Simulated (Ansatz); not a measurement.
**Response to strain in Rh**

Start from Rh in the fcc (Cu type) structure (space group Fm-3m, No. 225; a = 3.7551 Å; relaxed with 0.1 eV smearing).

Strains are applied to the cell and any free atomic positions relax.

Calculations: Ansatz (a program for electronic structure) LDA, no spin-orbit coupling.

Notes on the quantities. energy relative to the base: free energy F.

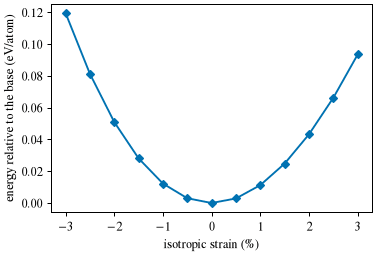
*Energy relative to the base against isotropic strain*

```
isotropic strain (%)  energy relative to the base
--------------------  ---------------------------
-3                                  +119 meV/atom
-2.5                                 +81 meV/atom
-2                                   +51 meV/atom
-1.5                                 +28 meV/atom
-1                                   +12 meV/atom
-0.5                                +3.0 meV/atom
0.5                                 +2.9 meV/atom
1                                    +11 meV/atom
1.5                                  +25 meV/atom
2                                    +43 meV/atom
2.5                                  +66 meV/atom
3                                    +93 meV/atom
```

No phonon test of stability was made. All final runs are without spin polarisation. Rh lies near a magnetic instability that expansion can trigger; it was not tested.
